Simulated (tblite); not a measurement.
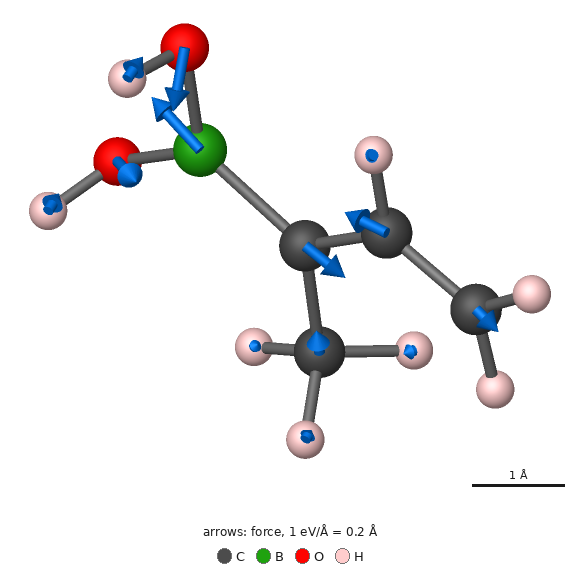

Starting geometry of C$_{4}$H$_{8}$BO$_{2}$ (charge +1) with the computed forces as blue arrows. The picture is a ball-and-stick view, seen from a free direction.

These are results of GFN2-xTB geometry optimisation, gas phase (tblite), not measurements. 

What follows when this structure is relaxed?

Answer. It isn't relaxed: the largest force vector, on the B atom, is 4.07 eV/Å. The final displacements have little in common with the starting forces (cosine between the two patterns 0.26). The energy falls by 2.304 eV in 139 geometry steps. The atom that moves furthest after the best rigid fit is an H atom (1.23 Å). Largest moves by element: H 1.23 Å, O 1.11 Å, B 0.44 Å, C 0.24 Å. Among the contacts that change: B–O 1.468 → 1.334 Å, C–C 1.524 → 1.441 Å, C–C 1.473 → 1.410 Å, B–C 1.568 → 1.623 Å. Among the angles between lasting bonds that change: B–O–H 104.5° → 121.5°, B–O–H 104.7° → 121.3°, O–B–O 119.2° → 130.2°. Groups turn about B–O by about 90°, B–O by about 90°, C–C by about 70°.
